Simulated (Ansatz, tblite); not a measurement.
# Ga(NH2)3 (GaN3H6): which spin state is lowest

Aim: set other spin states of Ga(NH2)3 (GaN3H6) against its singlet, on many levels of theory.

Program: Ansatz 0.2.0, Gaussian basis. Level of theory: as each input shows. These are calculated values, not measurements.

The runs, in order: triplet, at the geometry of the singlet (GFN1-xTB, GFN2-xTB, PBE0-D4/def2-TZVP, PBE-D4/def2-TZVP, r2SCAN-D4/def2-TZVP); the singlet's energies come from earlier runs.

## (1) The relaxed structure

The geometry is that of the singlet, from an earlier relaxation (PBE0-D4/def2-SVP).

10 atoms, charge 0, spin multiplicity 1.

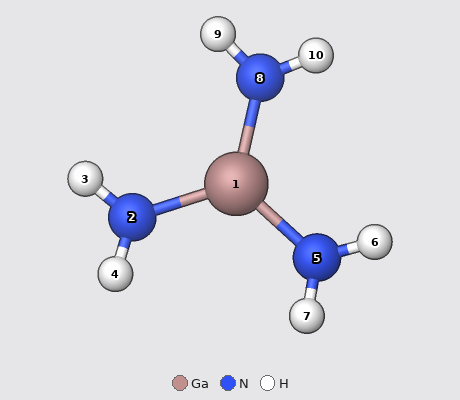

The geometry (gallium pink, nitrogen blue, hydrogen white); atoms are numbered from 1 in the order of the file.

## (2) Triplet at the fixed geometry, GFN1-xTB

Tight binding, by tblite at 300 K electronic temperature and without a spin-polarisation term:

```python
tblite.interface.Calculator('GFN1-xTB', numbers, positions, charge=0, uhf=2).singlepoint()
```

Energy -379.5591 eV; 0.004 s.

## (3) Triplet at the fixed geometry, GFN2-xTB

Tight binding, by tblite at 300 K electronic temperature and without a spin-polarisation term:

```python
tblite.interface.Calculator('GFN2-xTB', numbers, positions, charge=0, uhf=2).singlepoint()
```

Energy -349.8401 eV; 0.003 s.

## (4) Triplet at the fixed geometry, PBE0-D4/def2-TZVP

Contents of in.yaml:

```yaml
crystal:
  periodic: [false, false, false]
  atoms:
    - {symbol: Ga, position_ang: [-0.000760, 0.000063, -0.043745]}
    - {symbol: N, position_ang: [1.815179, -0.009452, -0.120346]}
    - {symbol: H, position_ang: [2.361362, -0.848242, 0.023164]}
    - {symbol: H, position_ang: [2.370982, 0.819389, 0.042796]}
    - {symbol: N, position_ang: [-0.900826, 1.578798, -0.087537]}
    - {symbol: H, position_ang: [-1.894165, 1.642381, 0.090945]}
    - {symbol: H, position_ang: [-0.445422, 2.467710, 0.070702]}
    - {symbol: N, position_ang: [-0.918307, -1.568285, -0.104019]}
    - {symbol: H, position_ang: [-0.474470, -2.461968, 0.060541]}
    - {symbol: H, position_ang: [-1.913574, -1.620392, 0.067510]}
basis:
  gaussian: {orbitals: def2-TZVP}
magnetization: {spin_polarized: true, initial_magnetization: 2}
hamiltonian: {xc: pbe0, dispersion: d4}
scf: {omitted_lower_state_checks: [starts]}
output: {orbitals: {seedname: orbitals}}
```

On the command line:

```console
> ansatz run in.yaml --threads 4 --pin off --events-out ev --progress --plain --max-ram 3916MiB
```

Standard output:

```text
Functional definition: PBE0
  name "PBE0"
  cite "Adamo & Barone, J. Chem. Phys. 110, 6158 (1999) doi:10.1063/1.478522"
  cite "Perdew, Burke & Ernzerhof, Phys. Rev. Lett. 77, 3865 (1996) doi:10.1103/PhysRevLett.77.3865"
  parent pbe
  parameter a = 0.25
  parameter kappa = 0.804
  parameter beta = 0.06672455060314922
  exchange = (1 - a)*pbe_x(kappa = kappa, mu = beta*pi^2/3) + a*exact_x
  correlation = pbe_c(beta = beta)
these checks for a lower state are left out or cut short: starts
1142 factors; their error is unknown
mean field evaluation 1: about -56916.6330 eV, gradient 6.4e1 eV
mean field evaluation 2: about -56888.8705 eV, gradient 9.4e1 eV
mean field evaluation 4: about -56929.1016 eV, gradient 2.3e1 eV
mean field evaluation 8: about -56931.8643 eV, gradient 3.4e0 eV
mean field evaluation 16: about -56931.9744 eV, gradient 5.6e-1 eV
mean field -56932.17370691 eV, -2092.2187937154 hartree, gradient 8.6e-6 eV, S^2 2.007965; 0 other end points of the search recorded, 0 dependent functions left out
reference -56932.17374516 eV, -2092.2187951212 hartree; 30, 28 occupied and 147, 149 virtual orbitals, 1142 factors
Total energy: -56932.32509101 eV, -2092.2243569788 hartree
Checks for a lower state left out: starts
```

Run time: 10 s. Hardware: 4 threads of Arm Neoverse V2, shared host; peak memory 0.81 GiB.

HOMO -2.04 eV, LUMO -5.26 eV (over both spins; with the spin held, an empty level of the minority spin lies below the top filled one); ⟨S²⟩ 2.008 (pure: 2.00).

## (5) Triplet at the fixed geometry, PBE-D4/def2-TZVP

start.molden holds the orbitals of an earlier run on this state, given as this run's starting guess.

in.yaml, as its differences from that of step 4:

```diff
@@ -14,5 +14,5 @@
 basis:
-  gaussian: {orbitals: def2-TZVP}
+  gaussian: {orbitals: def2-TZVP, initial_orbitals: start.molden}
 magnetization: {spin_polarized: true, initial_magnetization: 2}
-hamiltonian: {xc: pbe0, dispersion: d4}
+hamiltonian: {xc: pbe, dispersion: d4}
 scf: {omitted_lower_state_checks: [starts]}
```

Same command.

Standard output:

```text
Functional definition: PBE
  name "PBE"
  cite "Perdew, Burke & Ernzerhof, Phys. Rev. Lett. 77, 3865 (1996) doi:10.1103/PhysRevLett.77.3865"
  parent pbe
  parameter kappa = 0.804
  parameter beta = 0.06672455060314922
  exchange = pbe_x(kappa = kappa, mu = beta*pi^2/3)
  correlation = pbe_c(beta = beta)
these checks for a lower state are left out or cut short: starts
1097 factors; their error is unknown
mean field evaluation 1: about -56931.1146 eV, gradient 7.8e0 eV
mean field evaluation 2: about -56931.3861 eV, gradient 7.9e-1 eV
mean field evaluation 4: about -56931.3970 eV, gradient 3.6e-1 eV
mean field evaluation 8: about -56931.3979 eV, gradient 8.8e-5 eV
mean field evaluation 16: about -56931.3979 eV, gradient 1.5e-5 eV
mean field -56931.39792965 eV, -2092.1902844272 hartree, gradient 1.5e-5 eV, S^2 2.003063; 0 other end points of the search recorded, 0 dependent functions left out
reference -56931.39797528 eV, -2092.1902861041 hartree; 30, 28 occupied and 147, 149 virtual orbitals, 1097 factors
Total energy: -56931.57662811 eV, -2092.1968514743 hartree
Checks for a lower state left out: starts
```

It took 3.1 s on 4 threads of Arm Neoverse V2, shared host.

HOMO -1.43 eV, LUMO -5.90 eV (over both spins; with the spin held, an empty level of the minority spin lies below the top filled one); ⟨S²⟩ 2.003 (pure: 2.00).

## (6) Triplet at the fixed geometry, r2SCAN-D4/def2-TZVP

in.yaml, as its differences from that of step 5:

```diff
@@ -16,3 +16,3 @@
 magnetization: {spin_polarized: true, initial_magnetization: 2}
-hamiltonian: {xc: pbe, dispersion: d4}
+hamiltonian: {xc: r2scan, dispersion: d4}
 scf: {omitted_lower_state_checks: [starts]}
```

The command is unchanged.

Standard output, cut to the lines that bear on the results:

```text
Functional definition: r2SCAN
  name "r2SCAN"
  cite "Furness, Kaplan, Ning, Perdew & Sun, J. Phys. Chem. Lett. 11, 8208 (2020) doi:10.1021/acs.jpclett.0c02405"
  cite "Furness, Kaplan, Ning, Perdew & Sun, J. Phys. Chem. Lett. 11, 9248 (2020) doi:10.1021/acs.jpclett.0c03077"
  parent r2scan
[...]
1097 factors; their error is unknown
[...]
mean field -56941.79920523 eV, -2092.5725242544 hartree, gradient 4.3e-6 eV, S^2 2.007598; 0 other end points of the search recorded, 0 dependent functions left out
reference -56941.79922154 eV, -2092.5725248539 hartree; 30, 28 occupied and 147, 149 virtual orbitals, 1097 factors
Total energy: -56941.84290158 eV, -2092.5741300658 hartree
Checks for a lower state left out: starts
```

Wall time 8.5 s (4 threads of Arm Neoverse V2, shared host).

From the report: HOMO -1.50 eV, LUMO -5.82 eV (over both spins; with the spin held, an empty level of the minority spin lies below the top filled one); ⟨S²⟩ 2.008 (pure: 2.00).

## (7) Triplet less singlet, vertical

The singlet's energies are those of its earlier runs, whose logs aren't repeated here.

| level | triplet less singlet, vertical (kcal/mol) | time |
| --- | --- | --- |
| GFN1-xTB | +137.5 | 0.008 s |
| GFN2-xTB | +103.3 | 0.005 s |
| PBE-D4/def2-TZVP | +105.1 | 4.5 s |
| r2SCAN-D4/def2-TZVP | +112.6 | 11 s |
| PBE0-D4/def2-TZVP | +119.0 | 12 s |

Times add the two runs; a level without a time comes out of a correlated run. Tight binding without a spin term can't rank spin states.

## (8) Summary of results

```
                                                quantity                                         value
triplet less singlet, vertical, functionals in def2-TZVP  +105.1 (PBE-D4) to +119.0 kcal/mol (PBE0-D4)
```

**Reading.** All functionals put the triplet above the singlet, over a spread of 13.9 kcal/mol. The checks for a lower triplet were left out, so another state of that spin may lie lower. These are electronic energies, without zero-point motion, entropy or surroundings.
